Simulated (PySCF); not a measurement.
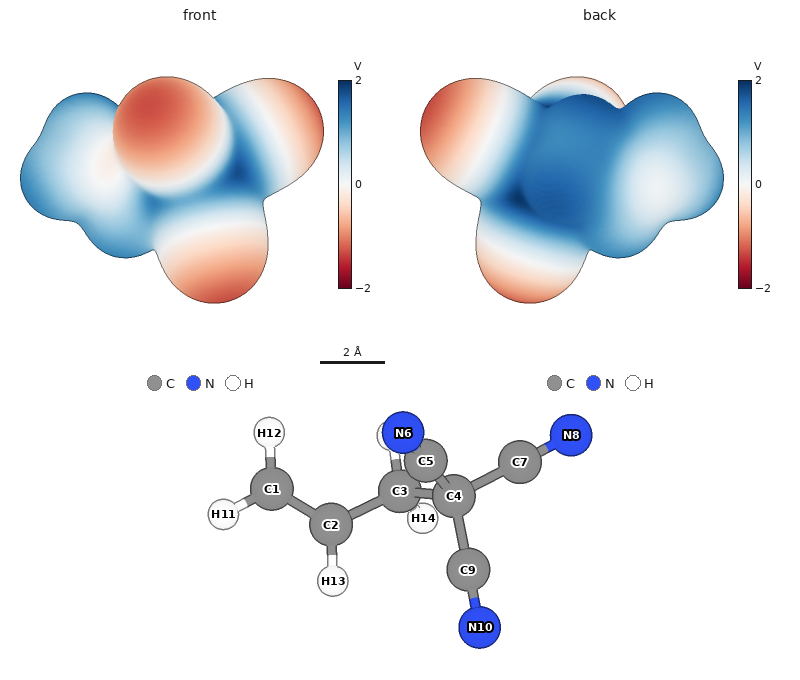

The picture shows: C$_{7}$H$_{5}$N$_{3}$ (SMILES C=CCC(C#N)(C#N)C#N). The electrostatic potential painted on the density surface at 0.002 e/bohr³, seen from the front and from behind; the colour scale runs from red (negative) to blue (positive). The bare structure is drawn below in the same view.

Geometry: GFN2-xTB.

All numbers below come from PBE0/pcSseg-1, SCF density, gas phase, non-relativistic (PySCF).

```xyz
15

C     2.3138    0.6393   -0.0403
C     1.2848    0.3100   -0.7969
C     0.3172   -0.7808   -0.4509
C    -1.0906   -0.1845   -0.1509
C    -1.0069    0.7603    0.9549
N    -0.9243    1.4923    1.8250
C    -2.0163   -1.2482    0.2140
N    -2.7195   -2.1006    0.4958
C    -1.6143    0.5038   -1.3227
N    -2.0148    1.0288   -2.2523
H     2.9882    1.4301   -0.3173
H     2.5290    0.1283    0.8841
H     1.0781    0.8397   -1.7179
H     0.2159   -1.4821   -1.2845
H     0.6555   -1.3283    0.4322
```

Which sites attract a positive test charge, and which a negative one?

A positive charge is drawn to the negative regions and a negative charge to the positive ones. The most negative region (about −1.3 V) lies over N6, N8 and N10, the most positive (about +1.9 V) over the C and H atoms.
